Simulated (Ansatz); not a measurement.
**AlH₄NOSn: a short trajectory**

Aim: follow AlH₄NOSn for 30 steps at constant energy (1500 K) and see how far bonds stretch and how energy moves between motion and potential.

The runs use Ansatz 0.2.0, Gaussian basis; revPBE/def2-SVP.

1 further run of the same task is left out (for a known fault of the program).

## (1) The geometry

The structure was relaxed beforehand with PBE0-D4 in a triple-zeta def2 set. Sn takes the def2 core potential; no spin-orbit term is included.

SMILES `[OH][SnH]1[NH][AlH]1`, 8 atoms, charge 0, spin multiplicity 1.

Atoms are counted from 1 here; the program's logs count them from 0.

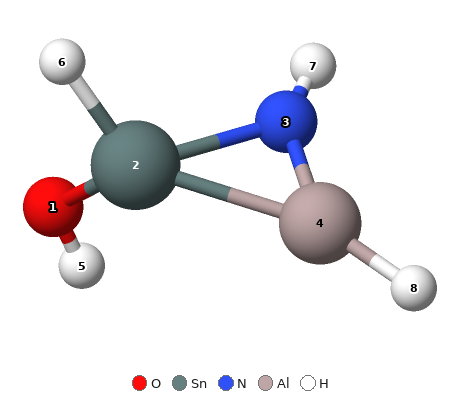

The geometry (oxygen red, tin teal, nitrogen blue, aluminium light grey, hydrogen white); atoms are numbered from 1 in the order of the file.

## (2) The run

File in.yaml:

```yaml
crystal:
  periodic: [false, false, false]
  atoms:
    - {symbol: O, position_ang: [-0.363253, 1.806316, -1.444224]}
    - {symbol: Sn, position_ang: [0.043795, 0.993054, 0.313411]}
    - {symbol: N, position_ang: [0.760307, -0.990018, 0.033684]}
    - {symbol: Al, position_ang: [-0.646593, -1.363619, 0.986000]}
    - {symbol: H, position_ang: [-1.052362, 1.333595, -1.916467]}
    - {symbol: H, position_ang: [1.277831, 2.077655, 0.796197]}
    - {symbol: H, position_ang: [1.563805, -1.373812, -0.441243]}
    - {symbol: H, position_ang: [-1.491530, -2.540172, 1.616842]}
basis:
  gaussian: {orbitals: def2-SVP}
hamiltonian: {xc: {name: revPBE}}
md: {timestep: 0.5 fs, n_steps: 30, ensemble: nve, temperature: 1500, initial_velocities: maxwell_boltzmann, seed: 325}
```

Launch:

```bash
$ ansatz run in.yaml --threads 2 --pin off --events-out ev --progress --plain --max-ram 4352MiB
```

The log of the run:

```text
Functional definition: revPBE
  name "revPBE"
  cite "Zhang & Yang, Phys. Rev. Lett. 80, 890 (1998) doi:10.1103/PhysRevLett.80.890"
  cite "Perdew, Burke & Ernzerhof, Phys. Rev. Lett. 77, 3865 (1996) doi:10.1103/PhysRevLett.77.3865"
  parameter kappa = 1.245
  parameter beta = 0.06672455060314922
  exchange = pbe_x(kappa = kappa, mu = beta*pi^2/3)
  correlation = pbe_c(beta = beta)
1031 factors; their error is unknown
mean field evaluation 1: about -16005.9744 eV, gradient 9.3e1 eV
mean field evaluation 2: about -15808.5758 eV, gradient 2.4e2 eV
mean field evaluation 4: about -16017.3305 eV, gradient 5.5e1 eV
mean field evaluation 8: about -16024.2162 eV, gradient 5.9e-1 eV
mean field evaluation 16: about -16024.1827 eV, gradient 1.2e-3 eV
mean field -16024.18269440 eV, -588.8778524382 hartree, gradient 5.5e-5 eV, S^2 0.000000; 0 other end points of the search recorded, 0 dependent functions left out
the calculation of the forces begins
reference -16024.18274870 eV, -588.8778544334 hartree; 27, 27 occupied and 65, 65 virtual orbitals, 1031 factors
md step     0: t =     0.00 fs  T =  1500.0 K  F+E_penalty+E_count = -16024.18269440 eV  E_kin = 1.163340 eV  conserved = -16023.01935441 eV  (28 SCF iters)
these checks for a lower state are left out or cut short: starts, cluster_reference, orbital_swaps, neighbouring_geometries, increment
1031 factors; their error is unknown
mean field -16024.18437243 eV, -588.8779141047 hartree, gradient 1.4e-5 eV, S^2 0.000000; 0 other end points of the search recorded, 0 dependent functions left out
the calculation of the forces begins
reference -16024.18442693 eV, -588.8779161074 hartree; 27, 27 occupied and 65, 65 virtual orbitals, 1031 factors
md step     1: t =     0.50 fs  T =  1501.7 K  F+E_penalty+E_count = -16024.18437243 eV  E_kin = 1.164643 eV  conserved = -16023.01972898 eV  (30 SCF iters)
these checks for a lower state are left out or cut short: starts, cluster_reference, orbital_swaps, neighbouring_geometries, increment
1031 factors; their error is unknown
mean field evaluation 32: about -16024.1558 eV, gradient 1.4e-5 eV
mean field -16024.15583262 eV, -588.8768652859 hartree, gradient 1.4e-5 eV, S^2 0.000000; 0 other end points of the search recorded, 0 dependent functions left out
the calculation of the forces begins
reference -16024.15588731 eV, -588.8768672955 hartree; 27, 27 occupied and 65, 65 virtual orbitals, 1031 factors
md step     2: t =     1.00 fs  T =  1465.4 K  F+E_penalty+E_count = -16024.15583262 eV  E_kin = 1.136485 eV  conserved = -16023.01934748 eV  (30 SCF iters)
[... from here on, the SCF cycles and remarks between the steps are left out ...]
md step     3: t =     1.50 fs  T =  1398.1 K  F+E_penalty+E_count = -16024.10287460 eV  E_kin = 1.084335 eV  conserved = -16023.01853944 eV  (30 SCF iters)
md step     4: t =     2.00 fs  T =  1315.8 K  F+E_penalty+E_count = -16024.03813743 eV  E_kin = 1.020469 eV  conserved = -16023.01766829 eV  (30 SCF iters)
md step     5: t =     2.50 fs  T =  1235.9 K  F+E_penalty+E_count = -16023.97548551 eV  E_kin = 0.958496 eV  conserved = -16023.01698982 eV  (30 SCF iters)
md step     6: t =     3.00 fs  T =  1172.3 K  F+E_penalty+E_count = -16023.92583679 eV  E_kin = 0.909192 eV  conserved = -16023.01664508 eV  (30 SCF iters)
md step     7: t =     3.50 fs  T =  1132.2 K  F+E_penalty+E_count = -16023.89476134 eV  E_kin = 0.878067 eV  conserved = -16023.01669436 eV  (30 SCF iters)
md step     8: t =     4.00 fs  T =  1114.4 K  F+E_penalty+E_count = -16023.88144684 eV  E_kin = 0.864309 eV  conserved = -16023.01713753 eV  (30 SCF iters)
md step     9: t =     4.50 fs  T =  1110.0 K  F+E_penalty+E_count = -16023.87877926 eV  E_kin = 0.860884 eV  conserved = -16023.01789554 eV  (30 SCF iters)
md step    10: t =     5.00 fs  T =  1103.8 K  F+E_penalty+E_count = -16023.87481794 eV  E_kin = 0.856059 eV  conserved = -16023.01875862 eV  (30 SCF iters)
md step    11: t =     5.50 fs  T =  1079.2 K  F+E_penalty+E_count = -16023.85636217 eV  E_kin = 0.837012 eV  conserved = -16023.01935020 eV  (30 SCF iters)
md step    12: t =     6.00 fs  T =  1026.0 K  F+E_penalty+E_count = -16023.81491371 eV  E_kin = 0.795688 eV  conserved = -16023.01922549 eV  (30 SCF iters)
md step    13: t =     6.50 fs  T =   947.7 K  F+E_penalty+E_count = -16023.75323249 eV  E_kin = 0.735026 eV  conserved = -16023.01820624 eV  (30 SCF iters)
md step    14: t =     7.00 fs  T =   864.7 K  F+E_penalty+E_count = -16023.68739045 eV  E_kin = 0.670616 eV  conserved = -16023.01677494 eV  (30 SCF iters)
md step    15: t =     7.50 fs  T =   803.5 K  F+E_penalty+E_count = -16023.63908753 eV  E_kin = 0.623160 eV  conserved = -16023.01592723 eV  (30 SCF iters)
md step    16: t =     8.00 fs  T =   779.7 K  F+E_penalty+E_count = -16023.62102900 eV  E_kin = 0.604743 eV  conserved = -16023.01628625 eV  (30 SCF iters)
md step    17: t =     8.50 fs  T =   787.1 K  F+E_penalty+E_count = -16023.62791408 eV  E_kin = 0.610435 eV  conserved = -16023.01747888 eV  (30 SCF iters)
md step    18: t =     9.00 fs  T =   803.3 K  F+E_penalty+E_count = -16023.64162419 eV  E_kin = 0.623013 eV  conserved = -16023.01861094 eV  (29 SCF iters)
md step    19: t =     9.50 fs  T =   806.1 K  F+E_penalty+E_count = -16023.64428267 eV  E_kin = 0.625184 eV  conserved = -16023.01909833 eV  (30 SCF iters)
md step    20: t =    10.00 fs  T =   784.6 K  F+E_penalty+E_count = -16023.62742187 eV  E_kin = 0.608514 eV  conserved = -16023.01890794 eV  (30 SCF iters)
md step    21: t =    10.50 fs  T =   741.1 K  F+E_penalty+E_count = -16023.59309900 eV  E_kin = 0.574786 eV  conserved = -16023.01831345 eV  (30 SCF iters)
md step    22: t =    11.00 fs  T =   686.5 K  F+E_penalty+E_count = -16023.55003115 eV  E_kin = 0.532404 eV  conserved = -16023.01762757 eV  (30 SCF iters)
md step    23: t =    11.50 fs  T =   634.0 K  F+E_penalty+E_count = -16023.50874978 eV  E_kin = 0.491668 eV  conserved = -16023.01708194 eV  (30 SCF iters)
md step    24: t =    12.00 fs  T =   594.4 K  F+E_penalty+E_count = -16023.47780490 eV  E_kin = 0.460990 eV  conserved = -16023.01681462 eV  (30 SCF iters)
md step    25: t =    12.50 fs  T =   573.2 K  F+E_penalty+E_count = -16023.46142655 eV  E_kin = 0.444540 eV  conserved = -16023.01688623 eV  (30 SCF iters)
md step    26: t =    13.00 fs  T =   568.9 K  F+E_penalty+E_count = -16023.45849203 eV  E_kin = 0.441205 eV  conserved = -16023.01728744 eV  (30 SCF iters)
md step    27: t =    13.50 fs  T =   573.6 K  F+E_penalty+E_count = -16023.46276090 eV  E_kin = 0.444850 eV  conserved = -16023.01791094 eV  (30 SCF iters)
md step    28: t =    14.00 fs  T =   575.4 K  F+E_penalty+E_count = -16023.46475303 eV  E_kin = 0.446241 eV  conserved = -16023.01851247 eV  (30 SCF iters)
md step    29: t =    14.50 fs  T =   563.5 K  F+E_penalty+E_count = -16023.45572246 eV  E_kin = 0.436990 eV  conserved = -16023.01873210 eV  (30 SCF iters)
these checks for a lower state are left out or cut short: starts, cluster_reference, orbital_swaps, neighbouring_geometries, increment
1031 factors; their error is unknown
mean field -16023.43312095 eV, -588.8503061220 hartree, gradient 2.1e-5 eV, S^2 0.000000; 0 other end points of the search recorded, 0 dependent functions left out
the calculation of the forces begins
reference -16023.43317571 eV, -588.8503081342 hartree; 27, 27 occupied and 65, 65 virtual orbitals, 1031 factors
1031 factors; their error is unknown
mean field evaluation 256: about -16015.7699 eV, gradient 5.8e1 eV
mean field -16023.43312095 eV, -588.8503061220 hartree, gradient 2.1e-5 eV, S^2 0.000000; 1 other end points of the search recorded, 0 dependent functions left out
the calculation of the forces begins
reference -16023.43317571 eV, -588.8503081342 hartree; 27, 27 occupied and 65, 65 virtual orbitals, 1031 factors
md step    30: t =    15.00 fs  T =   534.9 K  F+E_penalty+E_count = -16023.43312095 eV  E_kin = 0.414827 eV  conserved = -16023.01829371 eV  (29 SCF iters)
Total energy: -16023.43317571 eV, -588.8503081342 hartree
Atom 0 at    -0.317232     1.752758    -1.408171 Å, force     1.362886     1.439703    -1.127953 eV/Å
Atom 1 at     0.024933     0.980816     0.324592 Å, force     0.301612     0.421280     0.861721 eV/Å
Atom 2 at     0.858026    -1.092497    -0.124035 Å, force    -0.602096    -0.167605     1.403647 eV/Å
Atom 3 at    -0.631165    -1.265494     0.967617 Å, force     1.361339    -0.372884    -1.031868 eV/Å
Atom 4 at    -1.115789     1.690060    -1.900640 Å, force    -1.513439    -0.490018    -0.705761 eV/Å
Atom 5 at     0.881563     2.374437     0.926749 Å, force     0.381760    -0.187982     0.038128 eV/Å
Atom 6 at     1.778562    -1.589478    -0.191776 Å, force    -0.600954     0.369675    -0.204189 eV/Å
Atom 7 at    -1.526518    -1.888898     2.015688 Å, force    -0.691107    -1.012169     0.766275 eV/Å
Dipole moment:    -0.214143    -0.339784     0.249846 e Å
```

Run time: 50 s. Hardware: 2 threads of Arm Neoverse V1, shared host.

## (3) The trajectory

One row in 2; energies are counted from the first frame:

| time (fs) | T (K) | potential (meV) | conserved (meV) | Al4–H8 (Å) |
| --- | --- | --- | --- | --- |
| 0.0 | 1500 | 0.0 | 0.00 | 1.580 |
| 1.0 | 1465 | 26.9 | 0.01 | 1.614 |
| 2.0 | 1316 | 144.6 | 1.69 | 1.649 |
| 3.0 | 1172 | 256.9 | 2.71 | 1.681 |
| 4.0 | 1114 | 301.2 | 2.22 | 1.706 |
| 5.0 | 1104 | 307.9 | 0.59 | 1.723 |
| 6.0 | 1026 | 367.8 | 0.13 | 1.729 |
| 7.0 | 865 | 495.3 | 2.58 | 1.725 |
| 8.0 | 780 | 561.7 | 3.07 | 1.711 |
| 9.0 | 803 | 541.1 | 0.74 | 1.687 |
| 10.0 | 785 | 555.3 | 0.45 | 1.655 |
| 11.0 | 686 | 632.7 | 1.73 | 1.620 |
| 12.0 | 594 | 704.9 | 2.54 | 1.583 |
| 13.0 | 569 | 724.2 | 2.07 | 1.550 |
| 14.0 | 575 | 717.9 | 0.84 | 1.525 |
| 15.0 | 535 | 749.6 | 1.06 | 1.513 |

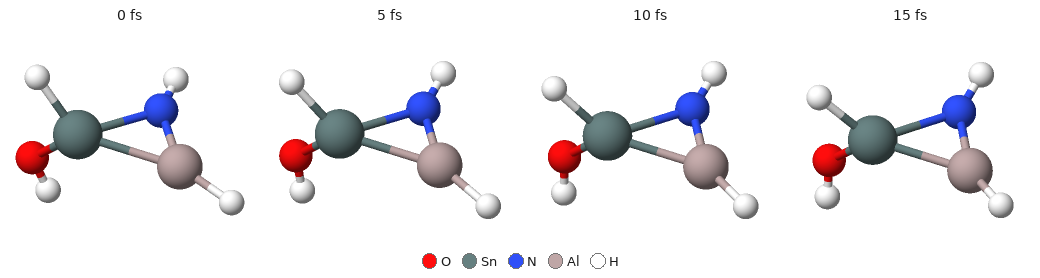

Four frames; sticks are those of the first frame.

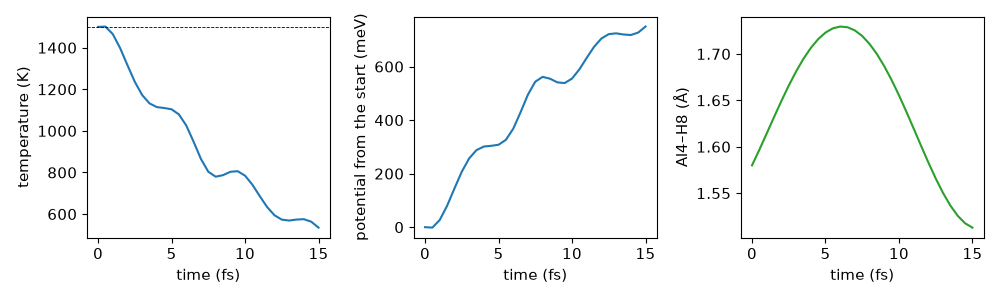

Temperature (the set value dashed), potential energy and the bond that swings most.

Positions (Å) and forces (eV/Å) at 15.0 fs:

```xyz
8

O    -0.317    1.753   -1.408    1.363    1.440   -1.128
Sn    0.025    0.981    0.325    0.302    0.421    0.862
N     0.858   -1.092   -0.124   -0.602   -0.168    1.404
Al   -0.631   -1.265    0.968    1.361   -0.373   -1.032
H    -1.116    1.690   -1.901   -1.513   -0.490   -0.706
H     0.882    2.374    0.927    0.382   -0.188    0.038
H     1.779   -1.589   -0.192   -0.601    0.370   -0.204
H    -1.527   -1.889    2.016   -0.691   -1.012    0.766
```

## (4) Outcome

```
                              quantity                          value
                                length             30 steps of 0.5 fs
     temperature, first and last frame                    1500, 535 K
              temperature, second half  mean 676 K, from 535 to 806 K
                swing of the potential                        751 meV
largest change of the conserved energy                       3.43 meV
                       range of Al4–H8               1.513 to 1.729 Å
```

In words: From 1500 K at the start the temperature swings between 535 and 1502 K: with 8 atoms it has no steady value yet; starting near a minimum, about half of the kinetic energy flows into the potential. The conserved energy moves by 3.43 meV, 0.5 % of the potential's swing, so the step is short enough for this stretch. Al4–H8 swings most, by 0.22 Å; no bond breaks. A run of 15 fs gives no averages.
